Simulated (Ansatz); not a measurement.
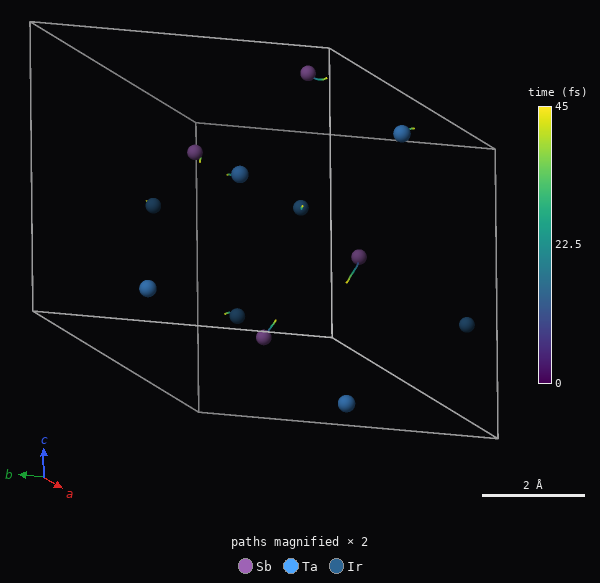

First-principles dynamics of an amorphous cell of composition TaSbIr (12 atoms in the cell), 45 fs long. Lines trace each atom's path, coloured by time; spheres stand at the starting positions. The excursions are magnified 2 times. Seen from a free direction in the simulation cell.

The calculation used DFT, PAW plane waves, PBE (Ansatz). Run with plane-wave cutoff 420 eV; k-point mesh 3 × 2 × 3; Fermi-Dirac smearing 0.1 eV; Langevin thermostat (NVT); set temperature 1200 K; time step 1.5 fs.

Describe the motion.

Answer. Root-mean-square distances from the starting positions over the second half, with the common drift of all atoms taken out: Sb 0.23 Å, Ta 0.10 Å, Ir 0.08 Å. The run lasts only 45 fs, too short to tell vibration from diffusion.

Limits of the set-up: the k-point mesh is coarse for a cell with partly filled bands; the periodic images lie only 5.9 Å apart, so the values are limited by the cell's size.
